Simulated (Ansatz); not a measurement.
H3SSn (SMILES [SH][SnH2]) (doublet)

Input file:

```
crystal:
  periodic: [false, false, false]
  atoms:
    - { symbol: S, position_ang: [1.0378, -0.8553, 1.128] }
    - { symbol: Sn, position_ang: [-0.0511, 0.3995, -0.6984] }
    - { symbol: H, position_ang: [0.3205, -2.0081, 0.7315] }
    - { symbol: H, position_ang: [-1.7144, 0.3189, -0.5438] }
    - { symbol: H, position_ang: [0.457, 2.0714, -0.6587] }
magnetization:
  spin_polarized: true
  initial_magnetization: 1
basis:
  gaussian: { orbitals: def2-SVP }
hamiltonian:
  xc: revpbe
relax:
  f_tol: 0.015
  max_steps: 40
output:
  orbitals: {}
```

Launched as:

```sh
ansatz run input.yaml --threads 1 --pin off --max-ram 2048MiB --backend cpu --events-out ev --progress --plain --runs-dir out
```

The fields are those of the relaxed geometry.

Core potentials replace the inner electrons of Sn.

These are results of UKS revPBE/def2-SVP in Ansatz, not measurements.

### Predict the electron density, electron localisation function and spin density between the atoms.

Sn–S (2.48 Å): the density is about 0.47 e/Å³ at the midpoint; the ELF peaks at about 0.85 in the valence shell of S, 0.9 Å from its nucleus, and drops to about 0.15 between the two atoms.
Sn–H (1.76 Å): the density is about 1 e/Å³ at the midpoint; the ELF climbs to about 1 towards the hydrogen.
The unpaired spin (1 electron) lies mostly on Sn2 (about 0.6), S1 (about 0.2), H4 (about 0.1) and H5 (about 0.1), in electrons by Hirshfeld's partition.

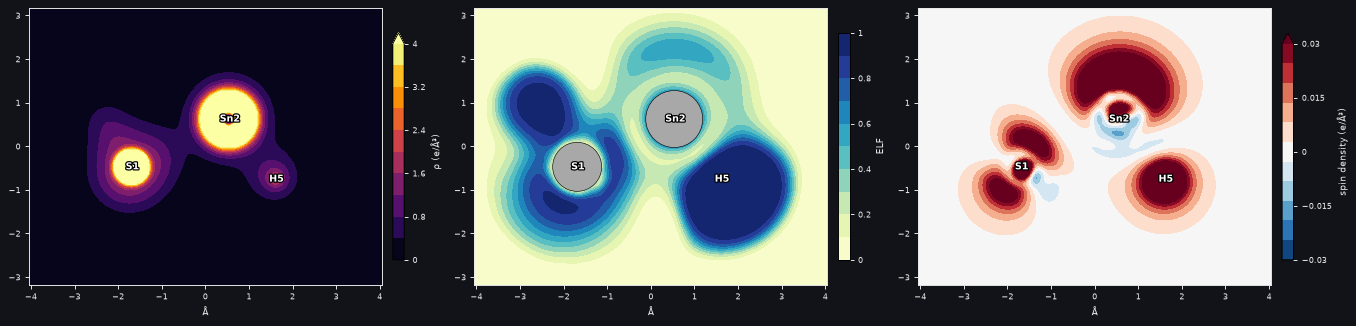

Computed electron density, electron localisation function and spin density on the plane of atoms S1, Sn2 and H5, in this order. Grey discs cover the atomic cores in the ELF map. 
